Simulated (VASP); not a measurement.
Band structure of Cs$_{2}$AgBiBr$_{6}$ (space group Fm-3m). All values below come from r2SCAN meta-GGA, VASP's PBE PAW potentials (set 64) (plane waves; VASP).

Unless said otherwise, spin-orbit coupling is left out, though it shifts the bands of the heavy elements here.

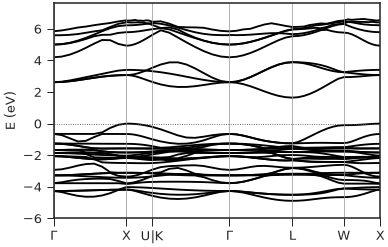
Figure: Bands along high-symmetry lines, zero at the valence-band maximum or, without a gap, the Fermi level

Task: Read the plot: is there a gap, and where are the band edges?

Result: The gap is indirect, 1.65 eV, from the valence maximum at X to the conduction minimum at L.

The structure comes from a computed database's Cs2AgBiBr6 entry (Fm-3m); how it stands against other phases isn't given here. It was relaxed first.
